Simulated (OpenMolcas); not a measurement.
# RI-MP2/ANO-RCC-VDZP (DKH2, RICD fitting) run of WF6 (tungsten hexafluoride)

Aim: the energy change on altering one bond length of WF6 (tungsten hexafluoride) at RI-MP2/ANO-RCC-VDZP (DKH2, RICD fitting), from 2 runs. 

Program for the calculation: OpenMolcas 26.06.

### Step 1. The molecule

The species is WF6 (7 atoms), meant as a singlet with charge 0. SMILES: `[F][W]([F])([F])([F])([F])[F]`. The shape comes from GFN2-xTB, which is rough for such elements, and wasn't checked as a minimum.

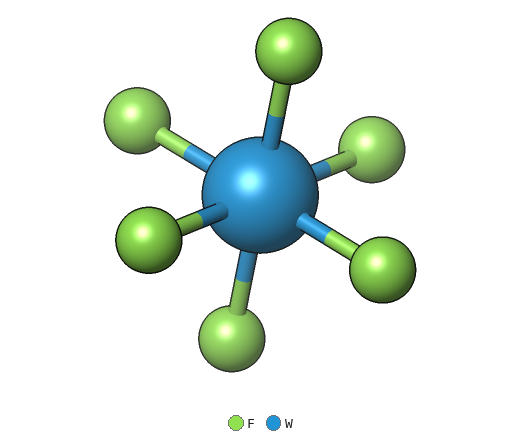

The structure, seen from a chosen angle (fluorine green, tungsten blue).

### Step 2. Energy and gradient at RI-MP2/ANO-RCC-VDZP (DKH2, RICD fitting)

coord.xyz reads:

```xyz
7

F     -1.054020    -0.121820    -1.499900
W      0.000220     0.000000    -0.000110
F     -1.442340    -0.428130     1.054280
F      0.415260    -1.783830    -0.150170
F      1.446030     0.427120    -1.050300
F     -0.422570     1.781760     0.148830
F      1.057420     0.124880     1.497360
```

job.inp reads:

```
* F6W RI-MP2
>>> EXPORT MOLCAS_PRINT=2

&gateway
 coord=coord.xyz
 basis=ANO-RCC-VDZP
 group=NoSym
 ricd

&seward
 relativistic=R02O02
 expert

&scf
 prorbitals=0

&mbpt2
 frozen=36
 grdt

&alaska
```

Run with:

```
export MOLCAS_MEM=1860
pymolcas job.inp > job.log
```

Standard output:

```text
--- Start Module: gateway ---
[...]
--- Stop Module: gateway /rc=_RC_ALL_IS_WELL_ ---
[...]
 ###    WARNING:  EXPERT option is ON!                                       ###
 ###############################################################################
               SEWARD will generate:
[...]
      Basis functions          152
[...]
       Convergence after  12 Iterations
[...]
::    Total SCF energy                             -16724.9350170375
[...]
      Total spin, S                                     0.0000000000
[...]
      Total electronic charge=  128.000000
      Total            charge=   -0.000000
[...]
--- Start Module: mbpt2 ---
[...]
WARNING!
Default frozen orbitals as non valence orbitals is overwritten by user input.
Default values:  36
[...]
       Reference weight ( Cref**2 )         =        0.70366
::    Total MBPT2 energy                           -16726.5266334257
[...]
      Dipole Moment (debye):
      Origin of the operator (angstrom)=    0.0001   -0.0000   -0.0001
                   X=  2.5044E-03               Y=  1.9136E-03               Z= -1.4635E-03           Total=  3.4750E-03
      Quadrupole Moment (debye*angstrom):
[...]
--- Stop Module: mbpt2 /rc=_RC_ALL_IS_WELL_ ---
[...]
--- Start Module: alaska ---
[...]
 *              Molecular gradients               *
 **************************************************
  Irreducible representation: a
 ------------------------------------------------------------------------------------------
                              X                       Y                       Z
 ------------------------------------------------------------------------------------------
  F1                5.60102353589542E-03    6.22265866474514E-04    7.91410230604583E-03
  W2                5.00180302870426E-05    1.71529828991428E-04   -4.66573322936807E-05
  F3                7.60482470128210E-03    2.24996136362776E-03   -5.50249488887289E-03
  F4               -2.29579133526769E-03    9.21685573563025E-03    7.17137664595136E-04
  F5               -7.56855532517164E-03   -2.25424345305392E-03    5.58779824644517E-03
  F6                2.17295630995729E-03   -9.45345505495254E-03   -7.42168361251849E-04
  F7               -5.56447591724663E-03   -5.52914285375294E-04   -7.92771763434530E-03
 ------------------------------------------------------------------------------------------
--- Stop Module: alaska /rc=_RC_ALL_IS_WELL_ ---
[...]
```

It took 4 min on 1 thread of Arm Neoverse V1, shared host; peak memory 0.6 GiB.

### Step 3. The distorted shape at the same level

coord.xyz reads:

```xyz
7

F     -1.159721    -0.134306    -1.649620
W     -0.105481    -0.012486    -0.149830
F     -1.548041    -0.440616     0.904560
F      0.309559    -1.796316    -0.299890
F      1.340329     0.414634    -1.200020
F     -0.528271     1.769274    -0.000890
F      1.057420     0.124880     1.497360
```

job.input reads:

```
>>> EXPORT MOLCAS_PRINT=2
&GATEWAY
Coord=coord.xyz
Basis=ANO-RCC-VDZP
Group=NoSym
RICD
&SEWARD
Relativistic=R02O02
Expert
&SCF
PrOrbitals=0
&MBPT2
Frozen=36
Grdt
&ALASKA
```

Run with:

```
export MOLCAS_MEM=1860
pymolcas job.input > job.log
```

Standard output:

```text
--- Start Module: gateway ---
[...]
--- Stop Module: gateway /rc=_RC_ALL_IS_WELL_ ---
[...]
 ###    WARNING:  EXPERT option is ON!                                       ###
 ###############################################################################
               SEWARD will generate:
[...]
      Basis functions          152
[...]
       Convergence after  13 Iterations
[...]
::    Total SCF energy                             -16724.9163275566
[...]
      Total spin, S                                     0.0000000000
[...]
      Total electronic charge=  128.000000
      Total            charge=   -0.000000
[...]
--- Start Module: mbpt2 ---
[...]
WARNING!
Default frozen orbitals as non valence orbitals is overwritten by user input.
Default values:  36
[...]
       Reference weight ( Cref**2 )         =        0.69858
::    Total MBPT2 energy                           -16726.5152463637
[...]
      Dipole Moment (debye):
      Origin of the operator (angstrom)=   -0.0988   -0.0117   -0.1402
                   X= -7.2176E-01               Y= -8.3066E-02               Z= -1.0276E+00           Total=  1.2585E+00
      Quadrupole Moment (debye*angstrom):
[...]
--- Stop Module: mbpt2 /rc=_RC_ALL_IS_WELL_ ---
[...]
--- Start Module: alaska ---
[...]
 *              Molecular gradients               *
 **************************************************
  Irreducible representation: a
 ------------------------------------------------------------------------------------------
                              X                       Y                       Z
 ------------------------------------------------------------------------------------------
  F1                2.59794583605810E-03    2.86647845714860E-04    3.62156587287643E-03
  W2               -3.52054512772728E-02   -4.01510642320402E-03   -4.99335635900291E-02
  F3                3.39409645417277E-03    1.16093710069620E-03   -4.45763175856229E-03
  F4               -2.25369828702426E-03    5.02003450264965E-03   -9.13128307346689E-04
  F5               -5.23414572285930E-03   -1.38794728663072E-03    1.83408876358726E-03
  F6                2.67110287717642E-04   -5.44705540029611E-03   -1.71374606312469E-03
  F7                3.64341427091404E-02    4.38248966110644E-03    5.15624150823086E-02
 ------------------------------------------------------------------------------------------
--- Stop Module: alaska /rc=_RC_ALL_IS_WELL_ ---
[...]
```

Run time: 4 min. Hardware: 1 thread of Arm Neoverse V1, shared host; peak memory 0.6 GiB.

### Step 4. Outcome

Level: RI-MP2/ANO-RCC-VDZP (DKH2, RICD fitting), 36 core orbitals frozen.

| quantity | value |
| --- | --- |
| first shape: total energy | -16726.52663 Eh |
| first shape: dipole moment (mean-field density) | 0.00 D |
| first shape: HOMO energy (Hartree–Fock orbitals) | -19.00 eV |
| first shape: LUMO energy (Hartree–Fock orbitals) | -2.90 eV |
| first shape: HOMO–LUMO gap (Hartree–Fock orbitals) | 16.10 eV |
| first shape: correlation energy (36 core orbitals frozen) | -1591.6 mEh |
| first shape: largest force on an atom | 0.500 eV/Å |
| distorted shape: total energy | -16726.51525 Eh |
| distorted shape: dipole moment (mean-field density) | 1.33 D |
| distorted shape: HOMO energy (Hartree–Fock orbitals) | -18.16 eV |
| distorted shape: LUMO energy (Hartree–Fock orbitals) | -3.43 eV |
| distorted shape: HOMO–LUMO gap (Hartree–Fock orbitals) | 14.72 eV |
| distorted shape: correlation energy (36 core orbitals frozen) | -1598.9 mEh |
| distorted shape: largest force on an atom | 3.254 eV/Å |
| energy change with the W2–F7 bond stretched from 1.837 to 2.021 Å | 0.310 eV |

What this shows: With the W2–F7 bond stretched from 1.837 to 2.021 Å the energy rises by 0.31 eV (29.9 kJ/mol). The first shape isn't relaxed at this level, so the change isn't measured from a minimum. The largest force (first shape) is 0.50 eV/Å: the shape isn't a stationary point for this species at this level. Mulliken charges (first shape) of the mean-field density run from -0.49 on F4 to +2.92 on W2; they depend strongly on the basis. Mulliken charges (distorted shape) of the mean-field density run from -0.55 on F7 to +2.90 on W2; they depend strongly on the basis.
